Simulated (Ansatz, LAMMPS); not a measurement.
**Electronic structure of Li+ triflate in gamma-butyrolactone and sulfolane and fluoroethylene carbonate at 330 K (233 atoms)**

What does DFT give for Li+ triflate in gamma-butyrolactone and sulfolane and fluoroethylene carbonate at 330 K (233 atoms) as built?

Program: Ansatz 0.2.0. Level of theory: Kohn-Sham DFT, LDA, PAW (set soft_2), plane waves. Results are calculated unless marked as measured.

## (1) The structure

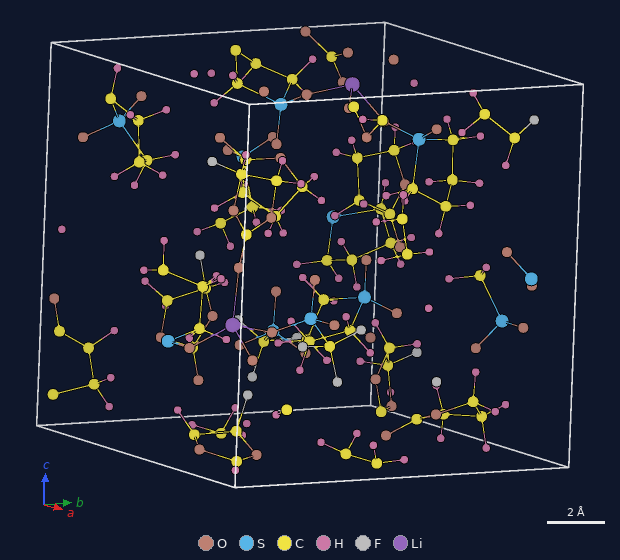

The cell as given, slightly off an axis (oxygen pink, sulfur blue, carbon yellow, hydrogen pink, fluorine light grey, lithium purple). Bonds to atoms that aren't drawn are left out. Some periodic images of atoms are drawn too.

The cell holds 233 atoms: 45 O, 9 S, 65 C, 101 H, 11 F and 2 Li. Cell: a = 13.799 Å, b = 13.799 Å, c = 13.799 Å, α = 90.0°, β = 90.0°, γ = 90.0°. 5 gamma-butyrolactone, 7 sulfolane, 5 fluoroethylene carbonate, 2 Li+, 2 triflate placed at random, at 1.34 g/cm³; overlaps pushed apart, then 10 ps at 550 K with Joung-Cheatham ions (J. Phys. Chem. B 112, 9020 (2008)); MMFF94 bonds, angles, torsions, charges and radii (Halgren, J. Comput. Chem. 17, 490 (1996)) in harmonic and 12-6 forms; charges of ions scaled by 0.8. Snapshot after 30 ps at 330 K and fixed volume.

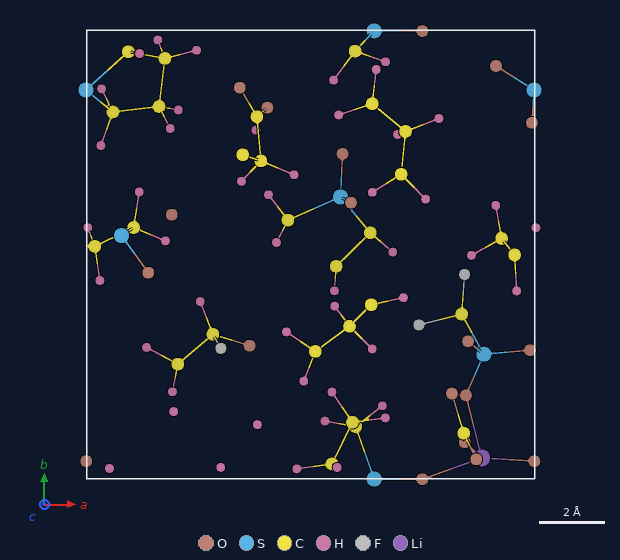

A slice 6 Å thick through the middle of the cell. Bonds to atoms that aren't drawn are left out.

Limits known from the start: The network of contacts between molecules at the start is that of the classical potential that made the cell, and needn't be the one that DFT or experiment would give. The functional has no dispersion term, which matters for the binding between molecules or layers, where LDA binds through overlap of densities alone. The density was typed from a rule of thumb and may lie off the real one at this temperature. Only the Γ point is sampled, in a cell whose shortest periodic width is 14 Å.

## (2) Making the structure

A classical potential supplies the starting structure, since it reaches far longer times than DFT.

This step: classical MD, Joung-Cheatham ions (J. Phys. Chem. B 112, 9020 (2008)); MMFF94 bonds, angles, torsions, charges and radii (Halgren, J. Comput. Chem. 17, 490 (1996)) in harmonic and 12-6 forms; charges of ions scaled by 0.8 (LAMMPS 22 Jul 2025 - Update 4).

The input, in.lmp:

```
# Li+ triflate in gamma-butyrolactone and sulfolane and fluoroethylene carbonate
units real
atom_style full
boundary p p p
bond_style harmonic
angle_style harmonic
dihedral_style opls
improper_style harmonic
special_bonds lj 0 0 0.5 coul 0 0 0.75
read_data data.lmp
neigh_modify delay 0 every 1 check yes one 4000
comm_modify cutoff 12.0
timestep 0.5
thermo_style custom step time temp pe press density
thermo_modify norm yes
# push overlapping molecules apart
pair_style soft 2.6
pair_coeff * * 0.0
variable a equal ramp(1,60)
fix ad all adapt 1 pair soft a * * v_a
velocity all create 550 48921 mom yes dist gaussian
fix lim all nve/limit 0.03
fix lan all langevin 550 550 50 48922 zero yes
thermo 1000
run 3000 post no
unfix ad
pair_style lj/cut/coul/long 9.0
pair_modify mix arithmetic tail yes
pair_coeff 1 1 0.0763 3.0960   # O
pair_coeff 2 2 0.2681 3.4180   # S
pair_coeff 3 3 0.0678 3.3680   # C
pair_coeff 4 4 0.0216 2.5400   # H
pair_coeff 5 5 0.0763 2.9870   # O
pair_coeff 6 6 0.0678 3.4070   # C
# [... 21 lines left out ...]
compute msd all msd com yes
thermo 7500
fix md all nvt temp 330 330 100
run 30000 post no
print "== T330: mean square displacement over the hold $(c_msd[4]:%.2f) A^2"
unfix md
uncompute msd
write_dump all custom T330.dump id type xs ys zs modify sort id
```

Run with:

```bash
$ lmp -in in.lmp -log none -nocite
```

Log:

```text
LAMMPS (22 Jul 2025 - Update 4)
Reading data file ...
  orthogonal box = (0 0 0) to (13.79879 13.79879 13.79879)
  233 atoms
  orthogonal box = (0 0 0) to (13.79879 13.79879 13.79879)
  229 bonds
  429 angles
  540 dihedrals
  10 impropers
   Step          Time           Temp          PotEng         Press         Density
         0   0              550            0.47515095    -590.41863      1.336
      1000   500            513.91218      1.774563       11146.926      1.336
      2000   1000           514.59665      1.9437442      16036.399      1.336
      3000   1500           490.63252      1.7474697      18870.293      1.336
Loop time of 0.576094 s on 1 MPI rank(s) for 3000 steps with 233 atoms
PPPM initialization ...
WARNING: System is not charge neutral, net charge = -0.00016
  G vector (1/distance) = 0.293978
  grid = 8 8 8
  estimated relative force accuracy = 4.1599873e-05
   Step          Time           Temp          PotEng         Press         Density
[... 14 lines left out ...]
      2000   1000           557.54414     -0.27277028     5976.607       1.336
Loop time of 1.87217 s on 1 MPI rank(s) for 2000 steps with 233 atoms
   Step          Time           Temp          PotEng         Press         Density
      2000   1000           557.54414     -0.27277028     5976.607       1.336
[... 5 lines left out ...]
Loop time of 9.69096 s on 1 MPI rank(s) for 10000 steps with 233 atoms
   Step          Time           Temp          PotEng         Press         Density
[... 4 lines left out ...]
Loop time of 4.82953 s on 1 MPI rank(s) for 5000 steps with 233 atoms
   Step          Time           Temp          PotEng         Press         Density
[... 2 lines left out ...]
     30000   29000          312.70043     -0.9286009     -6952.3985      1.336
     37500   36500          302.22144     -1.0837804      929.71933      1.336
     45000   44000          332.9318      -0.98798998    -201.95087      1.336
     47000   46000          334.82199     -1.0605684     -3943.955       1.336
Loop time of 28.6695 s on 1 MPI rank(s) for 30000 steps with 233 atoms
== T330: mean square displacement over the hold 3.28 A^2
```

Elapsed: 46 s, on 1 thread of Arm Neoverse V1, shared host; peak memory 0.13 GiB.

The input also reads data.lmp (atoms, bonds and types; not printed here).

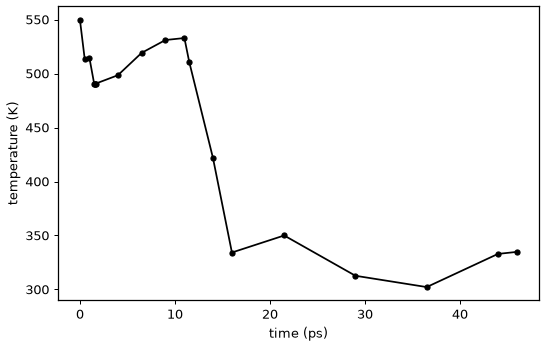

Temperature against time.

## (3) Plane-wave single point

The electrons are solved once, with the atoms held.

The input, input.yaml:

```yaml
crystal:
  lattice:
    - [13.79879, 0.0, 0.0]
    - [0.0, 13.79879, 0.0]
    - [0.0, 0.0, 13.79879]
  atoms:
    - { symbol: O, position: [0.48393, 0.48139, 0.91752] }
    - { symbol: S, position: [0.3917, 0.46119, 0.87765] }
    - { symbol: O, position: [0.38618, 0.45546, 0.7731] }
    - { symbol: C, position: [0.33694, 0.36085, 0.92861] }
    - { symbol: C, position: [0.25982, 0.39812, 0.00098] }
    - { symbol: C, position: [0.21409, 0.48774, 0.95418] }
    - { symbol: C, position: [0.30256, 0.54544, 0.92428] }
    - { symbol: H, position: [0.29463, 0.31869, 0.87359] }
    - { symbol: H, position: [0.39134, 0.31329, 0.96116] }
    - { symbol: H, position: [0.20591, 0.34252, 0.01756] }
    - { symbol: H, position: [0.2984, 0.41453, 0.07297] }
    - { symbol: H, position: [0.17002, 0.46275, 0.89409] }
    - { symbol: H, position: [0.17282, 0.5263, 0.00571] }
    - { symbol: H, position: [0.28529, 0.60468, 0.87492] }
    - { symbol: H, position: [0.34895, 0.57655, 0.98271] }
    - { symbol: O, position: [0.74916, 0.99855, 0.32392] }
    - { symbol: S, position: [0.64151, 0.99886, 0.32414] }
    - { symbol: O, position: [0.58278, 0.95848, 0.24595] }
    - { symbol: C, position: [0.59898, 0.95375, 0.43854] }
    - { symbol: C, position: [0.54739, 0.03264, 0.49257] }
    - { symbol: C, position: [0.59315, 0.12566, 0.45253] }
    - { symbol: C, position: [0.60029, 0.11598, 0.34411] }
    - { symbol: H, position: [0.551, 0.88911, 0.42557] }
    - { symbol: H, position: [0.667, 0.93001, 0.4721] }
    - { symbol: H, position: [0.46894, 0.02169, 0.48044] }
    - { symbol: H, position: [0.55901, 0.02481, 0.5724] }
    - { symbol: H, position: [0.5473, 0.19306, 0.46932] }
    - { symbol: H, position: [0.66661, 0.13532, 0.48405] }
    - { symbol: H, position: [0.53176, 0.1283, 0.30861] }
    - { symbol: H, position: [0.65983, 0.16239, 0.32301] }
    - { symbol: O, position: [0.58984, 0.61552, 0.49524] }
    - { symbol: S, position: [0.56642, 0.62842, 0.39354] }
    [... 195 atom lines left out ...]
    - { symbol: C, position: [0.08578, 0.62051, 0.20088] }
    - { symbol: F, position: [0.08491, 0.7199, 0.20567] }
    - { symbol: F, position: [0.99853, 0.5942, 0.24461] }
    - { symbol: F, position: [0.07579, 0.59614, 0.10815] }
    - { symbol: Li, position: [0.60115, 0.54702, 0.95913] }
    - { symbol: Li, position: [0.88147, 0.04607, 0.40253] }
kpoints:
  mp_grid: { grid: [1, 1, 1] }
hamiltonian:
  xc: lda
scf:
  occupations: { method: fermi_dirac, width: 0.05 }
output:
  forces: true
  stress: true
  populations: true
  dos:
    method: { smearing: { sigma: 0.08 } }
    de: 0.1
    projected: { site_lists: { C: [C], F: [F], H: [H], Li: [Li], O: [O] } }
  eigenvalues: true
  write_density: true
  write_potential: true
  volumetric_format: npy
```

Run with:

```bash
$ ansatz run input.yaml --threads 8 --pin off --max-ram 15872MiB --backend cpu --events-out ev --progress --plain --runs-dir out
```

Log:

```text
Engine: ansatz 0.2.0, aarch64-unknown-linux-gnu
Pseudopotentials: kind: paw
Pseudopotential: O, paw, valence charge 6, recommended cutoff 420 eV (normal), O.paw.azcp
Pseudopotential: S, paw, valence charge 6, recommended cutoff 420 eV (normal), S.paw.azcp
Pseudopotential: C, paw, valence charge 4, recommended cutoff 420 eV (normal), C.paw.azcp
Pseudopotential: H, paw, valence charge 1, recommended cutoff 420 eV (normal), H.paw.azcp
Pseudopotential: F, paw, valence charge 7, recommended cutoff 420 eV (normal), F.paw.azcp
Pseudopotential: Li, paw, valence charge 3, recommended cutoff 420 eV (normal), Li.paw.azcp
[... 3 lines on functional and potentials left out ...]
Crystal: 233 atoms, lattice volume = 2627.381 Å³
Basis set: ecut = 420 eV, 51435 PW (Γ)
Bands: 617, of which v1, the nominal top of the filled ones, is band 384 counted from 1 (383 counted from 0)
Symmetry: 1 space group operations
Space group: P1 (ITA 1), of the structure as read, at distance tolerance 1.4e-4 Å
k-points: 1
[... 17 lines on functional and potentials left out ...]
Initial density: superposition of atomic densities (neutral atoms: chi_scale 0, normalization atom), corrected by the library's trained network
Initial wavefunctions: pseudopotential atomic-orbital guess
Functional: x = slater, c = lda
SCF iter   1: F=—  HF=-59286.141958 eV  |F-HF|=—  |Δ(HF+E_count)|=         —  Δρ=9.76e-3  dr2=2.06e0  ethr=1.77e-3  ⟨swp⟩=6.0  Hψ=2959  notcnv=0  defer=78
preconditioner: auto → Resta (q_TF=auto, 2.223 Å⁻¹)  ε∞=2.6  [insulator: Δε(μ)=3.595 eV  Ē_g=15.653 eV  σ=0.050 eV  W_gap=1.00  n_scr=460 (ndim 8)  ℏωp=19.6 eV  f_vac=0.268  D(μ)=0.00/eV (n_scr^D=0)  ε∞_Penn≈2.6]
SCF iter   2: F=—  HF=-59285.510899 eV  |F-HF|=—  |Δ(HF+E_count)|=   6.31e-1  Δρ=4.25e-3  dr2=4.31e-1  ethr=2.69e-4  ⟨swp⟩=2.0  Hψ=920  notcnv=0  defer=229
SCF iter   3: F=—  HF=-59285.381346 eV  |F-HF|=—  |Δ(HF+E_count)|=   1.30e-1  Δρ=2.08e-3  dr2=1.16e-1  ethr=5.61e-5  ⟨swp⟩=2.0  Hψ=776  notcnv=0  defer=229
SCF iter   4: F=—  HF=-59285.350620 eV  |F-HF|=—  |Δ(HF+E_count)|=   3.07e-2  Δρ=6.28e-4  dr2=1.31e-2  ethr=1.51e-5  ⟨swp⟩=3.0  Hψ=771  notcnv=0  defer=229
SCF iter   5: F=—  HF=-59285.348618 eV  |F-HF|=—  |Δ(HF+E_count)|=   2.00e-3  Δρ=3.57e-4  dr2=3.81e-3  ethr=1.71e-6  ⟨swp⟩=2.0  Hψ=1081  notcnv=0  defer=226
SCF iter   6: F=—  HF=-59285.348090 eV  |F-HF|=—  |Δ(HF+E_count)|=   5.28e-4  Δρ=1.55e-4  dr2=7.34e-4  ethr=4.96e-7  ⟨swp⟩=2.0  Hψ=769  notcnv=0  defer=226
SCF iter   7: F=—  HF=-59285.348018 eV  |F-HF|=—  |Δ(HF+E_count)|=   7.17e-5  Δρ=4.91e-5  dr2=7.77e-5  ethr=9.56e-8  ⟨swp⟩=2.0  Hψ=761  notcnv=0  defer=226
SCF iter   8: F=—  HF=-59285.351453 eV  |F-HF|=—  |Δ(HF+E_count)|=   3.44e-3  Δρ=2.87e-5  dr2=1.98e-5  ethr=1.01e-8  ⟨swp⟩=2.0  Hψ=769  notcnv=0  defer=226
SCF iter   9: F=—  HF=-59285.351455 eV  |F-HF|=—  |Δ(HF+E_count)|=   2.27e-6  Δρ=1.03e-5  dr2=2.73e-6  ethr=2.58e-9  ⟨swp⟩=2.0  Hψ=771  notcnv=0  defer=226
SCF iter  10: F=—  HF=-59285.351457 eV  |F-HF|=—  |Δ(HF+E_count)|=   1.41e-6  Δρ=4.67e-6  dr2=5.49e-7  ethr=3.56e-10  ⟨swp⟩=2.0  Hψ=757  notcnv=0  defer=226
SCF iter  11: F=-59285.351457 eV  HF=-59285.351457 eV  |F-HF|=4.82e-8  |Δ(HF+E_count)|=   1.87e-7  Δρ=1.70e-6  dr2=8.06e-8  ethr=1.30e-11  ⟨swp⟩=18.0  Hψ=5816  notcnv=0
SCF 1 converged in 11 iterations: F = -59285.351457 eV  dr2 = 8.06e-8
  greatest PAW one-centre occupation: 1.000 electrons in one spin orbital (limit 2), on the Li atom at site 232 (counted from 0), in its partial waves of l = 0
SCF converged after 11 iterations
Free energy (F): -59285.351457 eV
Harris-Foulkes:  -59285.351457 eV  (|F-HF|=4.82e-8)
Internal energy: -59285.351457 eV  (E = F + TS)
E sigma→0 (E₀):  -59285.351457 eV
Fermi energy:    1.649761 eV
--- Per-component energies (eV) ---
  E_band       = -6607.213140
  E_kinetic    = 18493.653936
  E_local      = -66356.669059  (includes V_loc(G=0)·N_el)
  E_nonlocal   = 5271.317178
  E_hartree    = 25052.862155
  E_xc         = -8941.853034
  E_vxc        = -11070.021558  (∫ρ·V_xc dr)
  E_paw        = -19879.658257  (= ΣΔE_a)
  E_vpaw       = -3051.215025  (= ΣTr[D̂ρ^β])
  E_aug_tail   = 0.002473  (compensation charges beyond the density's cutoff)
  E_ewald      = -12936.076976
  E_core_change = 11.070126  (= ΣΔE_core)
  E_smearing   = -0.000000  (= −TS)
  E_closure    = -0.000000  (closes the sum)
  Σ components = -59285.351457   (vs F -59285.351457, Δ=0.00e0)
--- Forces (eV/Å), atoms counted from 1 ---
  atom   1  O      2.41624726     0.27260455     1.46763137
  atom   2  S     -3.41286330     0.79784290    -2.15290295
  atom   3  O      0.32810711    -0.13930377    -0.11234861
  atom   4  C     -1.57862419    -1.42061569     0.74790076
  atom   5  C      1.23720382     0.26440548     0.94538849
  atom   6  C      2.52793390    -1.21008186     0.25316251
  atom   7  C      0.51268089     0.27105600     0.04297357
  atom   8  H      0.63932360     0.42547917    -0.08053624
  atom   9  H      0.15101376    -0.16339533     0.10417102
  atom  10  H     -0.04074546    -0.32737721    -0.05523204
  atom  11  H     -0.81754415     0.05650828    -1.00141444
  atom  12  H     -0.24055011     0.20363163    -0.73313510
  atom  13  H     -0.92177455     0.83272743     0.97956041
  atom  14  H      0.25868216     0.12337985    -0.50107779
[...]
atom 232  Li     0.30132388     0.19871520    -0.12572298
  atom 233  Li    -0.47263632     0.21660841     0.30633337
  max |Σ_I F_I| component: 3.58e-4 eV/Å
--- Stress (GPa, compression-positive) ---
       -0.709588      -0.301373       0.316547
       -0.301373      -0.445039      -0.599314
        0.316547      -0.599314      -0.007453
  P = ⅓ Tr σ = -0.3874 GPa (-3.874 kbar)
--- Band table (eV) ---
  k-point 0: bands = ["-42.8068", "-42.4031", "-27.3819", "-27.0605", [... 601 levels ...], "10.8022", "10.8436", "10.8466", "10.8568", "10.9047", "10.9326", "10.9678", "10.9820", "10.9983", "11.0597", "11.0791", "11.0846"]
--- Löwdin populations: 233 sites ---
  site symbol       q [e]
     0      O      6.7794
     1      S      3.8675
     2      O      6.7484
[...]
232     Li      2.2765
  spilling = 0.014617 (of n_electrons = 768.000000)
```

Run time: 59 s. Hardware: 8 threads of Arm Neoverse V1, shared host; peak memory 4 GiB; 7.3 min of CPU time.

The run gave:

| Quantity | Value |
| --- | --- |
| free energy | -59285.3515 eV |
| free energy per atom | -254.4436 eV/atom |
| SCF cycles | 11 |
| pressure | -0.3874 GPa |
| r.m.s. force component | 1.026 eV/Å |
| longest force | 5.426 eV/Å |
| Fermi energy | 1.65 eV |
| gap (highest filled to lowest empty level) | 3.659 eV |
| spilling of the projection | 0.01462 |

Neighbours are counted within 1.34 Å (H-C), 1.85 Å (C-C), 1.73 Å (C-O), 1.62 Å (C-F), 2.21 Å (C-S), 1.88 Å (O-S), 2.58 Å (O-Li).

Length of the force by element and coordination:

```tsv
element	coordination	atoms	mean length of the force (eV/Å)	spread	least	most
C	all	65	2.04	0.966	0.442	5.38
C	3	10	2.52	1.24	0.804	5.38
C	4	55	1.95	0.879	0.442	3.98
F	all	11	0.912	0.476	0.281	2.02
H	all	101	0.983	0.672	0.145	4.27
Li	all	2	0.493	0.111	0.382	0.603
Li	4	1	0.382	0	0.382	0.382
Li	5	1	0.603	0	0.603	0.603
O	all	45	1.73	0.883	0.374	4.33
O	1	21	1.64	1.06	0.374	4.33
O	2	24	1.81	0.678	0.703	3.22
S	all	9	2.51	1.59	0.433	5.43
```

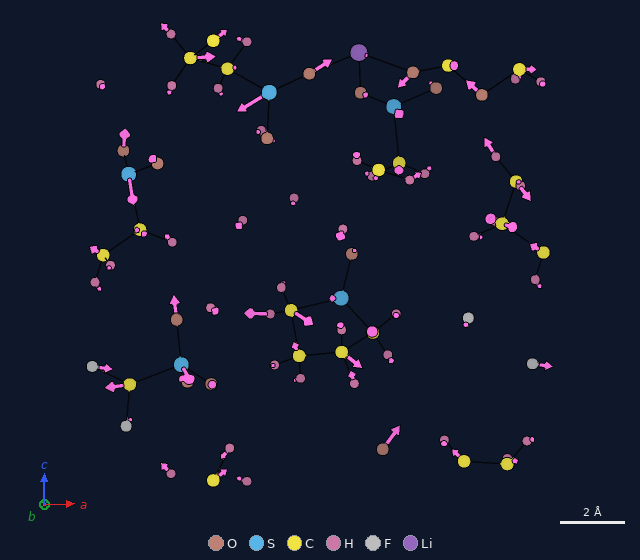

Forces as arrows; the longest in the cell is 5.43 eV/Å. Drawn is a slice 4 Å thick, seen along the normal of the ac plane. Bonds to atoms that aren't drawn are left out.

Löwdin charges by element and coordination (they lack the spilled electrons, 0.048 e an atom on average):

```tsv
element	coordination	atoms	mean charge (e)	spread	least	most
C	all	65	-0.0894	0.405	-0.522	0.703
C	3	10	0.629	0.0658	0.547	0.703
C	4	55	-0.22	0.286	-0.522	0.625
F	all	11	-0.236	0.0257	-0.276	-0.187
H	all	101	0.216	0.0181	0.164	0.253
Li	all	2	0.735	0.012	0.724	0.747
Li	4	1	0.747	0	0.747	0.747
Li	5	1	0.724	0	0.724	0.724
O	all	45	-0.510	0.229	-0.817	-0.215
O	1	21	-0.654	0.165	-0.817	-0.381
O	2	24	-0.385	0.202	-0.798	-0.215
S	all	9	2.15	0.0975	2.06	2.34
```

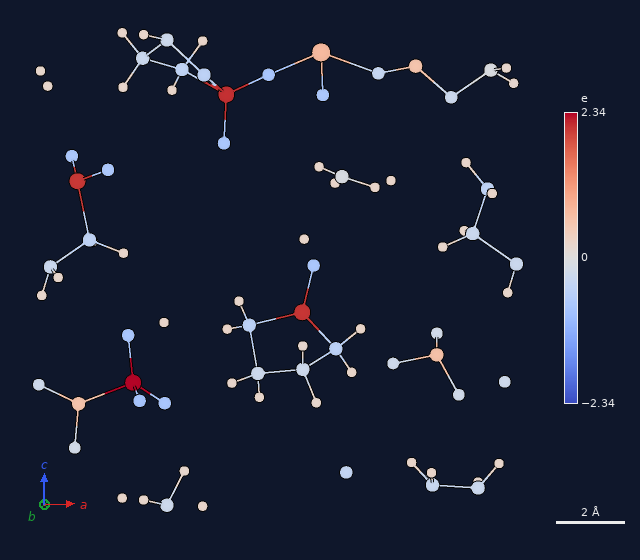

Atoms coloured by Löwdin charge. Drawn is a slice 4 Å thick, seen along the normal of the ac plane. Bonds to atoms that aren't drawn are left out.

Density of states as counts of states in windows of 1 eV (from the Fermi level), total and the larger projections:

```tsv
from (eV)	to (eV)	total	C p	O p	H s	F p	C s
-18	-17	12.0	1.3	0.0	1.8	0.0	6.3
-17	-16	10.1	2.0	0.1	1.6	0.0	5.3
-16	-15	12.8	1.5	1.8	1.6	0.5	5.9
-15	-14	27.0	3.1	1.8	4.3	1.3	12.4
-14	-13	20.3	4.2	3.4	2.5	0.5	6.0
-13	-12	5.8	1.4	1.4	0.5	0.3	1.2
-12	-11	30.4	9.3	5.6	3.1	3.8	4.8
-11	-10	50.7	15.5	7.1	6.8	7.9	6.3
-10	-9	26.2	11.2	6.0	3.3	1.9	0.8
-9	-8	51.9	19.2	14.1	6.4	2.4	1.3
-8	-7	80.7	23.1	24.5	9.0	12.6	1.7
-7	-6	80.0	25.2	23.0	9.1	14.5	1.0
-6	-5	62.4	26.3	16.6	9.1	8.0	0.6
-5	-4	81.1	28.6	34.4	11.3	3.5	0.7
-4	-3	72.7	11.5	50.4	6.8	1.2	0.5
-3	-2	24.0	5.3	16.3	1.2	0.2	0.3
-2	-1	4.0	0.0	3.9	0.0	0.0	0.0
-1	1	0.0	0.0	0.0	0.0	0.0	0.0
1	2	4.4	2.2	1.5	0.4	0.0	0.1
2	3	21.0	8.1	5.5	2.6	0.1	1.1
3	4	41.7	8.1	3.8	8.9	0.3	3.4
4	5	63.6	13.3	5.0	11.7	1.1	4.2
```

The curve was stored every 0.10 eV, coarse against its broadening of 0.08 eV, so these counts are rough.

Between -26 and -18 eV lie 91 more states.

About 25 of the 768 electrons lie in deeper levels, below the stored range.

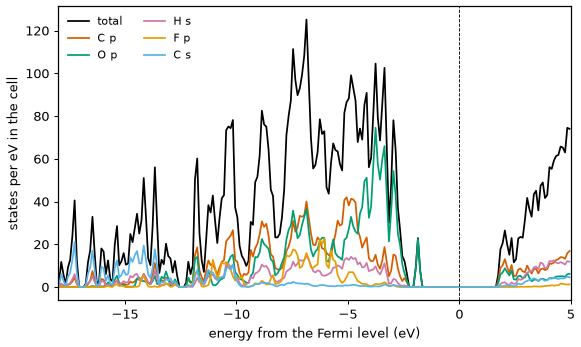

Total and projected density of states, with the broadening of the input.

Not all projections were asked for or kept, so they needn't add up to the total.

The levels nearest the highest filled one (over half full), pooled over k-points and spins:

```tsv
level less the highest filled one (eV)	occupation
-0.933	2
-0.816	2
-0.781	2
-0.596	2
-0.0525	2
0	2
3.66	0
3.76	0
3.86	0
3.91	0
4.02	0
4.16	0
```

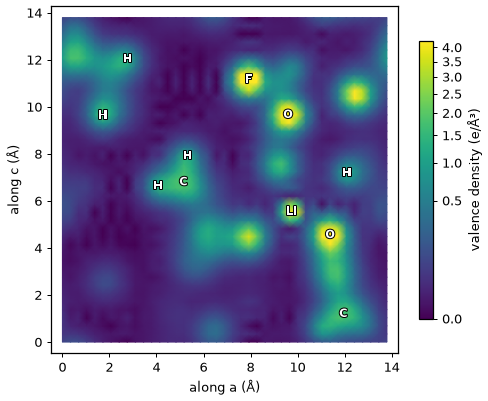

Valence density in the ac plane at fractional y = 0.033, with atoms of C and H and O and F and Li within 0.2 Å of it. It is the smooth field of the valence electrons, not physical close to the nuclei. The map starts off the cell's origin, so that atoms lie inside it. The colour scale is stretched toward low values.

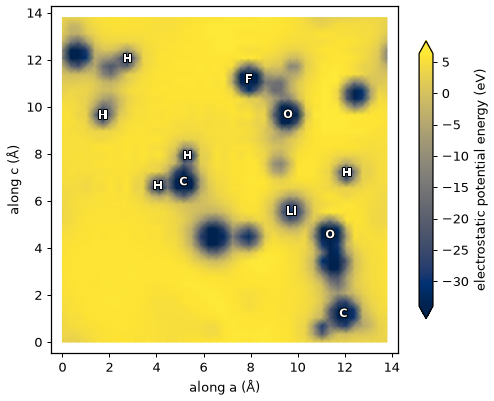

Electrostatic potential energy in the ac plane at fractional y = 0.033, with atoms of C and H and O and F and Li within 0.2 Å of it. With pseudopotentials it is smooth inside the atoms' cores, unlike the true potential. The map starts off the cell's origin, so that atoms lie inside it.

Mean Löwdin charges: C -0.09, F -0.24, H +0.22, Li +0.74, O -0.51, S +2.15 e (they miss 1.5 % of the electrons, so they add up to more than the cell's charge). The largest share in the top eV of filled states is O p (77 % of the projected weight), and in the lowest eV of empty states C p (49 % of the projected weight).

[end of part 1 of 2]

[Logs are printed without paths, hosts, clocks, repeated set-up lines and the standing remarks that a program may print on its own settings, such as how far it seeks lower states.]

[Hosts, paths, dates, database ids (printed as entryN), source tags and the programs' standing remarks are cut or masked in the printed files.]

[The MMFF94 radii named for the starting cell were scaled by 0.96; in molecules described by MMFF94, hydrogen bound to N, O or S took a small fixed 12-6 site in their place.]
